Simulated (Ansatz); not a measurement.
**SeF (Selenium monofluoride): UCCSD/aug-cc-pVTZ**

What is the electronic atomisation energy of SeF (Selenium monofluoride) at UCCSD/aug-cc-pVTZ? 

The calculation is run with Ansatz 0.2.0.

36 further runs of the same task are left out: 1 that didn't finish, 35 set aside as unsound or not needed.

### Step 1. The molecule

SeF has 2 atoms, charge 0, and is taken as a doublet. SMILES: `F[Se]`. Geometry: relaxed at PBE0-D4/def2-TZVP.

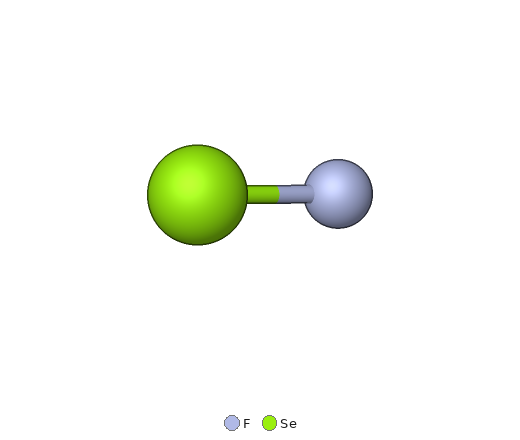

Viewed from a chosen angle; fluorine light blue, selenium green.

### Step 2. The energy at UCCSD/aug-cc-pVTZ

in.yaml

```yaml
crystal:
  periodic: [false, false, false]
  atoms:
    - {symbol: F, position_ang: [0.000000, -0.000000, 0.035070]}
    - {symbol: Se, position_ang: [-0.000000, 0.000000, 1.772540]}
basis:
  gaussian: {orbitals: aug-cc-pVTZ}
magnetization: {spin_polarized: true, initial_magnetization: 1}
correlation: {method: ccsd, frozen_orbitals: {F: 1, Se: 9}}
accuracy: high
scf: {omitted_lower_state_checks: [cluster_reference, increment]}
```

Launch:

```
$ ansatz run in.yaml --threads 1 --pin off --max-ram 3480MiB --events-out events.jsonl --progress --plain --runs-dir runs
```

The log of the run, shortened:

```text
Warning: RAYON_NUM_THREADS=1 ignored (pool sized by the plan → 1); use --threads N
Functional definition: HF
  name "HF"
[...]
1387 factors; integrals over basis functions are off by at most 4.8e-9 eV
[...]
mean field -68010.18553848 eV, -2499.3282195796 hartree, gradient 2.5e-8 eV, S^2 0.763365; 10 other end points of the search recorded, 0 dependent functions left out
10 core orbitals not correlated: weight in the atoms' cores, before any rotation towards them, 1.000 or more for the frozen orbitals, at most 0.000 for the correlated occupied ones
reference -68010.18553848 eV, -2499.3282195796 hartree; 12, 11 occupied and 83, 84 virtual orbitals, 1387 factors
second order -12.39934045 eV of doubles, -0.00000000 eV of singles
cycle   1  -12.25881779 eV  change    1.4e-1 eV  update   9.3e-2
[...]
cycle  23  -12.67772761 eV  change   -1.0e-9 eV  update   1.5e-9
Total energy: -68022.86326609 eV, -2499.7941174759 hartree
Checks for a lower state left out: cluster_reference, increment
```

Run time: 37 s. Hardware: 1 thread of Intel Xeon Platinum 8259CL at 2.50GHz (Skylake/Cascade Lake), shared host; peak memory 0.81 GiB.

### Step 3. The F atom at the same level

input.yaml

```yaml
crystal:
  periodic: [false, false, false]
  atoms:
    - {symbol: F, position_ang: [0.000000, 0.000000, 0.000000]}
basis:
  gaussian: {orbitals: aug-cc-pVTZ}
correlation: {method: ccsd, frozen_orbitals: {F: 1}}
scf: {omitted_lower_state_checks: [cluster_reference, increment]}
accuracy: high
magnetization: {spin_polarized: true, initial_magnetization: 1}
```

Run the same way, it converges to -99.62345 Eh (log not shown).

### Step 4. The Se atom at the same level

run.yaml

```yaml
crystal:
  periodic: [false, false, false]
  atoms:
    - {symbol: Se, position_ang: [0.000000, 0.000000, 0.000000]}
basis:
  gaussian:
    orbitals: aug-cc-pVTZ
magnetization:
  spin_polarized: true
  initial_magnetization: 2
correlation:
  method: ccsd
  frozen_orbitals: {Se: 9}
accuracy: high
scf:
  omitted_lower_state_checks: [cluster_reference, increment]
```

Run the same way, it converges to -2400.05379 Eh (log not shown).

### Step 5. Results

Level: UCCSD/aug-cc-pVTZ, 10 core orbitals frozen.

```
                                              quantity           value
                                molecule: total energy  -2499.79412 Eh
molecule: correlation energy (10 core orbitals frozen)      -465.9 mEh
           molecule: ⟨S²⟩ of the reference determinant           0.763
                               molecule: T1 diagnostic           0.014
                                  F atom: total energy    -99.62345 Eh
    F atom: correlation energy (1 core orbital frozen)      -216.6 mEh
             F atom: ⟨S²⟩ of the reference determinant           0.754
                                 F atom: T1 diagnostic           0.008
                                 Se atom: total energy  -2400.05379 Eh
  Se atom: correlation energy (9 core orbitals frozen)      -181.2 mEh
            Se atom: ⟨S²⟩ of the reference determinant           2.012
                                Se atom: T1 diagnostic           0.007
                         electronic atomisation energy        3.180 eV
```

In words: Taking the molecule apart into free atoms costs 3.18 eV (73 kcal/mol), before zero-point energy and without spin-orbit coupling.
